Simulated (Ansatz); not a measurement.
# BaPbS3 in I4/mcm, a phase reached by a soft mode: following an unstable mode, part 2 of 2

Aim: this structure of BaPbS3 in I4/mcm, a phase reached by a soft mode is to be tested for unstable modes, and one is followed downhill.

Ansatz 0.2.0; DFT PBEsol, scalar-relativistic, plane waves, PAW; PAW set soft_1.

So far. Step 4 (The mode frozen in, largest atomic shift 0.14 Å): The run ends at a pressure of 0.32 GPa, with forces up to 0.10 eV/Å. Step 5 (Energy along the mode, all amplitudes (two of the runs …): The lowest of the steps tried is at 0.14 Å, 2.16 meV/atom below the parent; the bottom of the well need not coincide with a step.

The structure was built from a prototype and need not be the compound's stable phase.

## 6. Relaxation from the frozen mode

Starting from the lowest point found, all atoms and the cell are let go, so that strain and other modes of the same symmetry can join in.

File input.yaml:

```yaml
crystal:
  lattice:
    - [-3.4747030716, 3.4747030716, 5.9010232179]
    - [3.4747030716, -3.4747030716, 5.9010232179]
    - [3.4747030716, 3.4747030716, -5.9010232179]
  atoms:
    - { symbol: Ba, position: [0.2466228444, 0.7466228444, 0.5] }
    - { symbol: Ba, position: [0.7466228444, 0.2466228444, 0.5] }
    - { symbol: Pb, position: [0.0055279002, 0.0055279002, 0.0] }
    - { symbol: Pb, position: [0.5055279002, 0.5055279002, 0.0] }
    - { symbol: S, position: [0.3887666207, 0.8887666207, 0.2869312248] }
    - { symbol: S, position: [0.6018353959, 0.1018353959, 0.7130687752] }
    - { symbol: S, position: [0.2381376505, 0.2381376505, 0.0] }
    - { symbol: S, position: [0.7381376505, 0.7381376505, 0.0] }
    - { symbol: S, position: [0.8887666207, 0.6018353959, 0.5] }
    - { symbol: S, position: [0.1018353959, 0.3887666207, 0.5] }
kpoints:
  mp_grid: { grid: [8, 8, 8] }
hamiltonian:
  xc: pbesol
  pseudopotentials: { kind: paw, azcp: { folder: soft_1 }, xc_functional: pbe }
scf:
  occupations: { method: methfessel_paxton, width: 0.2 }
output:
  forces: true
  stress: true
  eigenvalues: true
  write_density: true
  write_potential: true
  elf: true
  volumetric_format: npy
relax:
  adjacent_minimum: "off"
  f_tol: 0.002
  max_steps: 120
  cell: { stress_tol: 0.03 }
```

Run with:

```console
$ ansatz run input.yaml --threads 4 --pin off --max-ram 16384MiB --backend cpu --events-out ev --progress --plain --runs-dir out
```

Numbers of over 12 decimals in the logs are rounded to 6 here.

The log of the run:

```text
[...]
Crystal: 10 atoms, lattice volume = 284.985 Å³
Basis set: ecut = 420 eV, 5583 PW (Γ), exchange–correlation on 108×108×108 points (8 copies of the dense FFT grid, shifted against one another)
Bands: 52, of which v1, the nominal top of the filled ones, is band 42 counted from 1 (41 counted from 0)
Symmetry: 8 space group operations
[...]
k-points: 59 of 512 (time reversal used)
[...]
SCF iter   1: F=—  HF=-40564.529273 eV  |F-HF|=—  |Δ(HF+E_count)|=         —  Δρ=3.66e-2  dr2=1.50e1  ethr=3.10e-3  ⟨swp⟩=11.3  Hψ=17205  notcnv=0
[...]
SCF iter  11: F=-40559.122843 eV  HF=-40559.122843 eV  |F-HF|=3.80e-9  |Δ(HF+E_count)|=   4.36e-8  S|Δr|=    0.00e0  Δρ=1.94e-6  dr2=1.20e-8  ethr=1.19e-10  ⟨swp⟩=27.0  Hψ=33332  notcnv=0
SCF 1 converged in 11 iterations: F = -40559.122843 eV  dr2 = 1.20e-8
[...]
relax step   1: F+E_penalty+E_count = -40559.12284258 eV  Δ(F+E_penalty+E_count) = +0.000e0 eV  max|allowed force component| = 1.047e-1 eV/Å  Δτ_max = 0.0000 Å  P = +0.318 GPa  Ω = 284.985 Å³  (11 SCF iters, dr2 threshold 1.00e-7 eV, accepted)
Crystal: 10 atoms, lattice volume = 287.244 Å³
[...]
iter 1 solved again at ethr=1.11e-4 eV; its pass at ethr=3.10e-3 eV (dr2=9.30e-2 eV) is discarded
[...]
SCF iter   8: F=-40559.120500 eV  HF=-40559.120500 eV  |F-HF|=1.57e-9  |Δ(HF+E_count)|=   6.05e-8  S|Δr|=    0.00e0  Δρ=4.97e-6  dr2=9.58e-8  ethr=1.19e-9  ⟨swp⟩=17.7  Hψ=28623  notcnv=0
SCF 2 converged in 8 iterations: F = -40559.120500 eV  dr2 = 9.58e-8
[...]
relax step   2: F+E_penalty+E_count = -40559.12049983 eV  Δ(F+E_penalty+E_count) = +2.343e-3 eV  max|allowed force component| = 2.643e-1 eV/Å  Δτ_max = 0.1079 Å  P = -0.158 GPa  Ω = 287.244 Å³  energy of the carried Pulay correction = -3.199e-4 eV  (8 SCF iters, dr2 threshold 1.00e-6 eV, rejected (line search))
Crystal: 10 atoms, lattice volume = 286.707 Å³
[...]
SCF iter  11: F=-40559.142482 eV  HF=-40559.142482 eV  |F-HF|=7.28e-12  |Δ(HF+E_count)|=  5.82e-11  S|Δr|=    0.00e0  Δρ=5.76e-8  dr2=2.80e-11  ethr=1.00e-12  ⟨swp⟩=10.0  Hψ=19137  notcnv=0
SCF 3 converged in 11 iterations: F = -40559.142482 eV  dr2 = 2.80e-11
relax step   3: F+E_penalty+E_count = -40559.14248167 eV  Δ(F+E_penalty+E_count) = -1.964e-2 eV  max|allowed force component| = 9.977e-2 eV/Å  Δτ_max = 0.0526 Å  P = +0.024 GPa  Ω = 286.707 Å³  energy of the carried Pulay correction = -2.441e-4 eV  (11 SCF iters, accepted)
[...]
relax step   4: F+E_penalty+E_count = -40559.14954790 eV  Δ(F+E_penalty+E_count) = -7.066e-3 eV  max|allowed force component| = 5.652e-2 eV/Å  Δτ_max = 0.0504 Å  P = +0.078 GPa  Ω = 287.277 Å³  energy of the carried Pulay correction = -3.246e-4 eV  (7 SCF iters, dr2 threshold 6.22e-7 eV, accepted)
[...]
relax step   5: F+E_penalty+E_count = -40559.15095791 eV  Δ(F+E_penalty+E_count) = -1.410e-3 eV  max|allowed force component| = 2.088e-2 eV/Å  Δτ_max = 0.0127 Å  P = -0.044 GPa  Ω = 288.495 Å³  energy of the carried Pulay correction = -4.960e-4 eV  (7 SCF iters, dr2 threshold 2.00e-7 eV, accepted)
[...]
relax step   6: F+E_penalty+E_count = -40559.15085389 eV  Δ(F+E_penalty+E_count) = +1.040e-4 eV  max|allowed force component| = 3.946e-2 eV/Å  Δτ_max = 0.0030 Å  P = -0.055 GPa  Ω = 288.236 Å³  energy of the carried Pulay correction = -4.597e-4 eV  (6 SCF iters, dr2 threshold 2.72e-8 eV, rejected (line search))
[...]
relax step   7: F+E_penalty+E_count = -40559.15108606 eV  Δ(F+E_penalty+E_count) = -1.281e-4 eV  max|allowed force component| = 1.249e-2 eV/Å  Δτ_max = 0.0014 Å  P = -0.029 GPa  Ω = 288.352 Å³  energy of the carried Pulay correction = -4.759e-4 eV  (9 SCF iters, accepted)
[...]
relax step   8: F+E_penalty+E_count = -40559.15119600 eV  Δ(F+E_penalty+E_count) = -1.099e-4 eV  max|allowed force component| = 6.144e-4 eV/Å  Δτ_max = 0.0025 Å  P = +0.004 GPa  Ω = 288.073 Å³  energy of the carried Pulay correction = -4.367e-4 eV  (7 SCF iters, dr2 threshold 9.74e-9 eV, accepted)
[...]
SCF iter   1: F=—  HF=-40559.151790 eV  |F-HF|=—  |Δ(HF+E_count)|=         —  Δρ=1.86e-5  dr2=1.24e-7  ethr=1.05e-6  ⟨swp⟩=3.8  Hψ=26082  notcnv=0
eigensolver tolerance schedule: the retry pair's looser diagonalisation over-reported the residual by 7092.97 of it (diagonalisation noise at an unbounded share of the residual, at the tolerance the schedule requests for it); recorded, not acted on — ethr = c·dr2/N_el stays at c = 1.0e-1
[...]
SCF iter   2: F=—  HF=-40559.151718 eV  |F-HF|=—  |Δ(HF+E_count)|=   7.21e-5  S|Δr|=    0.00e0  Δρ=9.93e-6  dr2=3.52e-8  ethr=1.48e-10  ⟨swp⟩=4.0  Hψ=8388  notcnv=0
[...]
SCF iter   6: F=-40559.151718 eV  HF=-40559.151718 eV  |F-HF|=7.28e-12  |Δ(HF+E_count)|=    0.00e0  S|Δr|=    0.00e0  Δρ=5.18e-8  dr2=1.96e-11  ethr=1.00e-12  ⟨swp⟩=12.9  Hψ=18629  notcnv=0
SCF 9 converged in 6 iterations: F = -40559.151718 eV  dr2 = 1.96e-11
relax step   9: F+E_penalty+E_count = -40559.15171813 eV  Δ(F+E_penalty+E_count) = -5.221e-4 eV  max|allowed force component| = 6.289e-4 eV/Å  Δτ_max = 0.0000 Å  P = +0.004 GPa  Ω = 288.073 Å³  stress off target by 4.86e-3 GPa  SCF on the basis re-selected at this cell (its energy is not comparable with the rows above)  (6 SCF iters)
basis re-selected at this cell: Δ(F+E_penalty+E_count) = -5.221e-4 eV, ΔP = -0.000 GPa vs the last step (what re-selecting the basis moved, of the pressure what is left beyond the Pulay correction that the steps carried, after the strain that the cell walked since its last selection, with what the two solves' SCF thresholds leave and, on support functions, any second-order correction that the steps lacked; it is no m [...]
SCF converged after 6 iterations
[...]
Free energy (F): -40559.151718 eV
[...]
Internal energy: -40559.160706 eV  (E = F + TS)
E sigma→0 (E₀):  -40559.153965 eV
Entropy (-TS):   0.008988 eV (0.899 meV/atom)
Fermi energy:    7.740045 eV
[...]
--- Forces (eV/Å), atoms counted from 1 ---
  atom   1  Ba    -0.00000000     0.00000000     0.00062888
  atom   2  Ba    -0.00000000    -0.00000000     0.00062888
  atom   3  Pb    -0.00000000    -0.00000000    -0.00001637
  atom   4  Pb    -0.00000000     0.00000000    -0.00001637
  atom   5  S     -0.00001456    -0.00001456    -0.00028226
  atom   6  S      0.00001456     0.00001456    -0.00028226
  atom   7  S      0.00000000     0.00000000    -0.00004830
  atom   8  S      0.00000000    -0.00000000    -0.00004830
  atom   9  S      0.00001456    -0.00001456    -0.00028226
  atom  10  S     -0.00001456     0.00001456    -0.00028226
  max |Σ_I F_I| component: 6.27e-7 eV/Å
--- Stress (GPa, compression-positive) ---
        0.004862       0.000000      -0.000000
        0.000000       0.004862      -0.000000
       -0.000000      -0.000000       0.002380
  P = ⅓ Tr σ = 0.0040 GPa (0.040 kbar)
--- Band table (eV; the first three rows and the last of 59) ---
  k-point 0: bands = [... 38 lower, 5.7879, 5.7990, 5.7990, 7.8685, 7.8685, 8.0582, 8.9701, 9.0766, ... 6 higher]
  k-point 1: bands = [... 38 lower, 5.7294, 5.7320, 5.8498, 7.3973, 7.7953, 8.3938, 9.0484, 9.2364, ... 6 higher]
  k-point 2: bands = [... 38 lower, 5.5368, 5.6408, 5.7262, 6.7871, 7.7212, 8.6695, 9.0156, 9.5071, ... 6 higher]
  k-point 58: bands = [... 38 lower, 5.6829, 5.8124, 6.4444, 7.6745, 8.0347, 8.0347, 8.8243, 8.8990, ... 6 higher]
--- Relaxed structure (8 steps of the walk, 6 accepted, 1 SCFs on fresh bases) ---
  F+E_penalty+E_count = -40559.15171813 eV   max|allowed force component| = 6.289e-4 eV/Å   (the final SCF, on the basis selected at the relaxed cell)
  cell:  # Å, volume = 288.0731 Å³
    - [-3.470117, 3.470117, 5.980734]
    - [3.470117, -3.470117, 5.980734]
    - [3.470117, 3.470117, -5.980734]
  atoms:
    - { symbol: Ba, position: [0.243256, 0.743256, 0.500000] }
    - { symbol: Ba, position: [0.743256, 0.243256, 0.500000] }
    - { symbol: Pb, position: [0.014609, 0.014609, 0] }
    - { symbol: Pb, position: [0.514609, 0.514609, 0] }
    - { symbol: S, position: [0.384971, 0.884971, 0.286351] }
    - { symbol: S, position: [0.598620, 0.098620, 0.713649] }
    - { symbol: S, position: [0.239434, 0.239434, 0] }
    - { symbol: S, position: [0.739434, 0.739434, 0] }
    - { symbol: S, position: [0.884971, 0.598620, 0.500000] }
    - { symbol: S, position: [0.098620, 0.384971, 0.500000] }
```

Wall time 3.9 min (4 threads of Arm Neoverse V2, shared host); peak memory 1.1 GiB; 15 min of CPU time.

The steps of the relaxation:

| step | energy less that of the first step (eV) | largest force component (eV/Å) | pressure (GPa) | volume (Å³) |
| --- | --- | --- | --- | --- |
| 1 | 0.0000 | 0.1047 | 0.32 | 284.99 |
| 2 | 0.0023 | 0.2643 | -0.16 | 287.24 |
| 3 | -0.0196 | 0.0998 | 0.02 | 286.71 |
| 4 | -0.0267 | 0.0565 | 0.08 | 287.28 |
| 5 | -0.0281 | 0.0209 | -0.04 | 288.49 |
| 6 | -0.0280 | 0.0395 | -0.06 | 288.24 |
| 7 | -0.0282 | 0.0125 | -0.03 | 288.35 |
| 8 | -0.0284 | 0.0006 | 0.00 | 288.07 |
| 9* | -0.0289 | 0.0006 | 0.00 | 288.07 |

Relaxation steps marked * repeat the geometry before them on a plane-wave basis chosen anew for their cell, so energy and pressure can jump there. Relaxation steps 2, 6 were tried and not accepted.

Forces are held to the 8 operations that the run works with; a distortion that breaks them can't arise in this run.

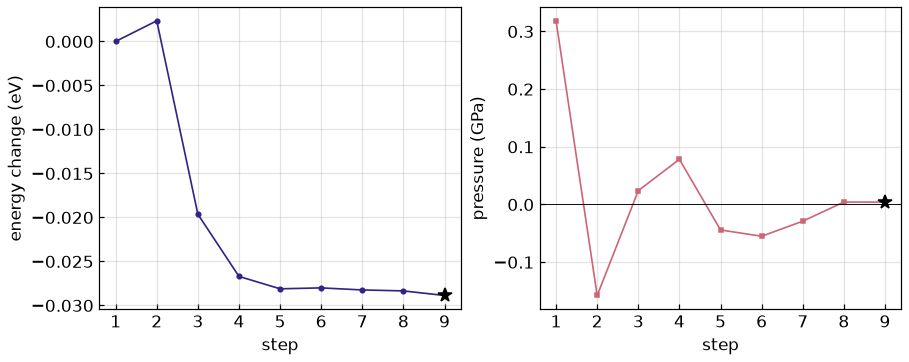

Energy and pressure along the relaxation. Stars mark steps on a basis chosen anew.

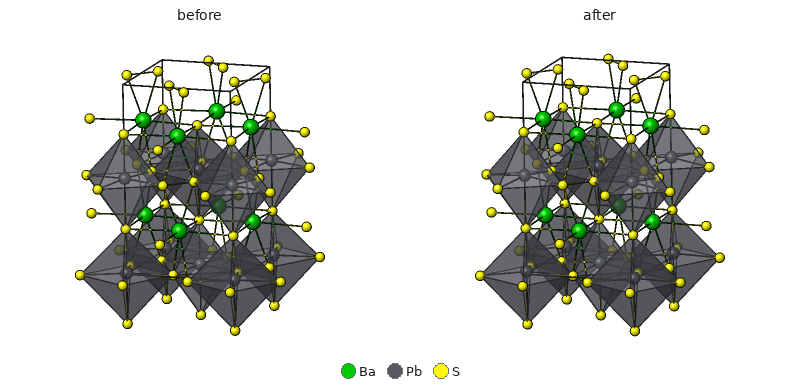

Before and after, at one scale.

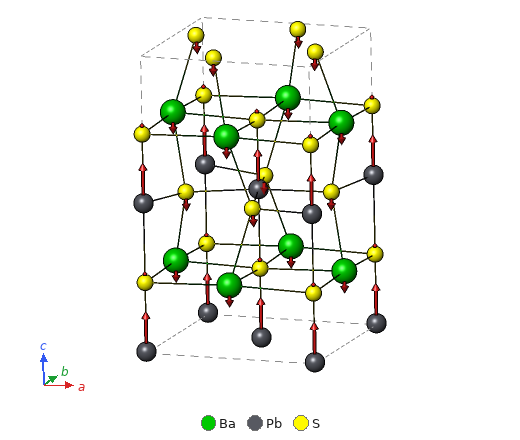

Displacements in the relaxation, exaggerated, measured against the changing cell; the longest in the cell stands for 0.11 Å. Some periodic images of atoms are drawn too.

| conventional cell, symmetrised | before | after | change |
| --- | --- | --- | --- |
| a (Å) | 6.949 | 6.940 | -0.1 % |
| b (Å) | 6.949 | 6.940 | -0.1 % |
| c (Å) | 11.802 | 11.961 | +1.4 % |
| volume (Å³/atom) | 28.50 | 28.81 | +1.1 % |

The atoms that moved most (Å, as changes of fractional coordinates times the final cell):

| atom | dx | dy | dz | length |
| --- | --- | --- | --- | --- |
| Pb3 | 0.000 | 0.000 | 0.109 | 0.109 |
| Pb4 | 0.000 | 0.000 | 0.109 | 0.109 |
| S9 | 0.002 | -0.002 | -0.042 | 0.042 |
| S10 | -0.002 | 0.002 | -0.042 | 0.042 |
| S5 | -0.002 | -0.002 | -0.042 | 0.042 |
| S6 | 0.002 | 0.002 | -0.042 | 0.042 |
| Ba1 | 0.000 | 0.000 | -0.040 | 0.040 |
| Ba2 | 0.000 | 0.000 | -0.040 | 0.040 |

Numbers from this step:

```yaml
pressure: 0.004035 GPa
volume_per_atom: 28.81 Å³
```

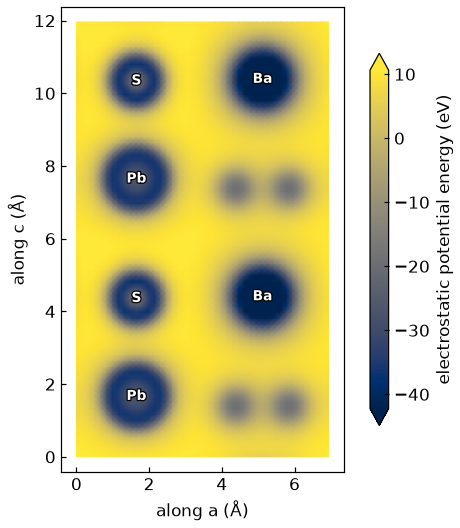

Electrostatic potential energy in the ac plane of the conventional cell at fractional y = 0.000, with atoms of Ba and Pb and S within 0.2 Å of it. With pseudopotentials it is smooth inside the atoms' cores, unlike the true potential. The map starts off the cell's origin, so that atoms lie inside it.

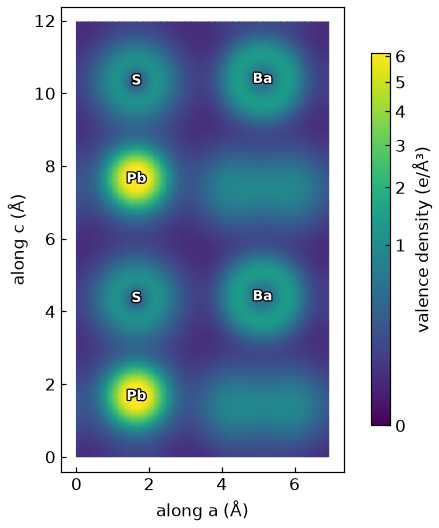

Valence density in the ac plane of the conventional cell at fractional y = 0.000, with atoms of Ba and Pb and S within 0.2 Å of it. It is the smooth field of the valence electrons, not physical close to the nuclei. The map starts off the cell's origin, so that atoms lie inside it. The colour scale is stretched toward low values.

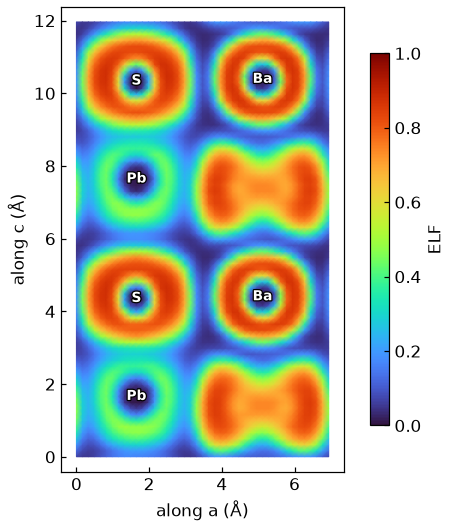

ELF in the ac plane of the conventional cell at fractional y = 0.000, with atoms of Ba and Pb and S within 0.2 Å of it. It is the smooth field of the valence electrons, not physical close to the nuclei. The map starts off the cell's origin, so that atoms lie inside it.

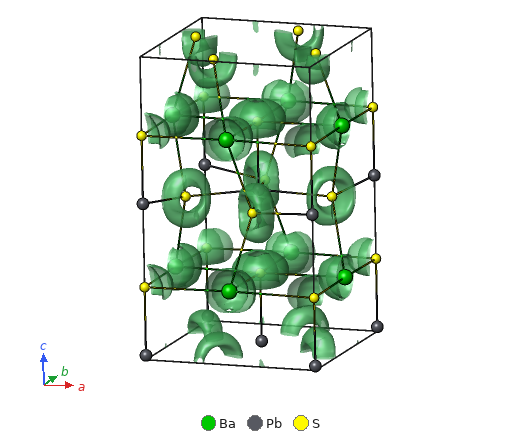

Surface of ELF = 0.84.

The distorted start has space group I4cm; the relaxation ends in I4cm.

## 7. The new phase in its own primitive cell

The relaxed structure is symmetrised, reduced to its primitive cell and relaxed tightly, as its phonons need.

File input.yaml:

```yaml
crystal:
  lattice:
    - [-3.4701172919, 3.4701172919, 5.9807335639]
    - [3.4701172919, -3.4701172919, 5.9807335639]
    - [3.4701172919, 3.4701172919, -5.9807335639]
  atoms:
    - { symbol: Ba, position: [0.2432559465, 0.7432559465, 0.5] }
    - { symbol: Ba, position: [0.7432559465, 0.2432559465, 0.5] }
    - { symbol: Pb, position: [0.014608951, 0.014608951, 0.0] }
    - { symbol: Pb, position: [0.514608951, 0.514608951, 0.0] }
    - { symbol: S, position: [0.3849709257, 0.8849709257, 0.286350669] }
    - { symbol: S, position: [0.5986202567, 0.0986202567, 0.713649331] }
    - { symbol: S, position: [0.2394343318, 0.2394343318, 0.0] }
    - { symbol: S, position: [0.7394343318, 0.7394343318, 0.0] }
    - { symbol: S, position: [0.8849709257, 0.5986202567, 0.5] }
    - { symbol: S, position: [0.0986202567, 0.3849709257, 0.5] }
kpoints:
  mp_grid: { grid: [8, 8, 8] }
hamiltonian:
  xc: pbesol
  pseudopotentials: { kind: paw, azcp: { folder: soft_1 }, xc_functional: pbe }
scf:
  occupations: { method: methfessel_paxton, width: 0.2 }
output:
  forces: true
  stress: true
  eigenvalues: true
relax:
  adjacent_minimum: "off"
  f_tol: 0.001
  max_steps: 60
  cell: { stress_tol: 0.01 }
```

The log of the run:

```text
[...]
Crystal: 10 atoms, lattice volume = 288.073 Å³
Basis set: ecut = 420 eV, 5615 PW (Γ), exchange–correlation on 108×108×108 points (8 copies of the dense FFT grid, shifted against one another)
Bands: 52, of which v1, the nominal top of the filled ones, is band 42 counted from 1 (41 counted from 0)
Symmetry: 8 space group operations
[...]
- { symbol: Pb, position: [0.014608951, 0.014608951, 0.0] }
    - { symbol: Pb, position: [0.514609, 0.514609, 0.0] }
    - { symbol: S, position: [0.3849709257, 0.8849709257, 0.286350669] }
    - { symbol: S, position: [0.598620, 0.098620, 0.713649331] }
    - { symbol: S, position: [0.239434, 0.239434, 0.0] }
    - { symbol: S, position: [0.739434, 0.739434, 0.0] }
    - { symbol: S, position: [0.884971, 0.5986202567, 0.5] }
    - { symbol: S, position: [0.098620, 0.3849709257, 0.5] }
[key lines of the parts left out:]
SCF converged after 7 iterations
Free energy (F): -40559.151718 eV
Fermi energy:    7.740044 eV
P = ⅓ Tr σ = 0.0040 GPa (0.040 kbar)
```

The job ended after 60 s (4 threads; peak memory 1.1 GiB).

Little changed from the start: no atom moved by 0.005 Å and no cell edge by 0.1 %.

The largest force component left is 0.63 meV/Å and the pressure is 0.004 GPa, within the tolerances set. The cell now holds 28.81 Å³/atom.

## 8. The phases reached

The phases reached along the modes that were followed are set side by side.

Energies are those of the first relaxation, on the mesh of the frozen mode; space group, volume and gap are those of the last relaxation. Phases, by row:

| mode frozen in | space group | energy from parent (meV/atom) | volume (Å³/atom) | gap on mesh (eV) | lowest zone-centre optical mode (cm⁻¹) | largest shift (Å) |
| --- | --- | --- | --- | --- | --- | --- |
| parent | I4/mcm | 0 | 28.5 | 0 | – | – |
| q = (0, 0, 0), 72i cm⁻¹ | I4cm | -5.06 | 28.81 | 0 | – | 0.22 |

## 9. Results

- unstable mode of the parent: q = (0, 0, 0), 72i cm⁻¹
- depth at the lowest point sampled: 2.16 meV/atom
- largest atomic shift at that point: 0.14 Å
- space group reached (within 0.01 Å): I4cm
- energy gained over the parent (first relaxation, on the mesh of the frozen mode): 5.06 meV/atom
- volume per atom, phase reached: 28.8 Å³

In words: Along this mode the structure falls into I4cm, 5.06 meV/atom below the parent. At the parent's cell the well is 2.161 meV/atom deep on the steps tried, with its lowest point at a shift of 0.14 Å. Relaxing atoms and cell changes the gain by +2.90 meV/atom against the lowest step (energies at zero smearing). The modes of the phase reached were not computed on this path. Each path keeps the symmetry of its pattern, so a lower phase may lie along a pattern not tried. With no gap, or one that is small against the smearing, the frequencies hang on the k mesh and the smearing, most of all near Kohn anomalies. A semilocal functional can close a gap that the real compound would have, so the metallic treatment may be an artefact of the level. Spin-orbit coupling is left out, which can matter for the heavy elements here. The PAW files were made for PBE and serve the other functionals too. The starting cell was built on a prototype and not taken from a measurement, so the phase need not exist.

[Logs are printed without paths, hosts, clocks, repeated set-up lines and the standing remarks that a program may print on its own settings, such as how far it seeks lower states.]

[Hosts, paths, dates, database ids (printed as entryN), source tags and the programs' standing remarks are cut or masked in the printed files.]
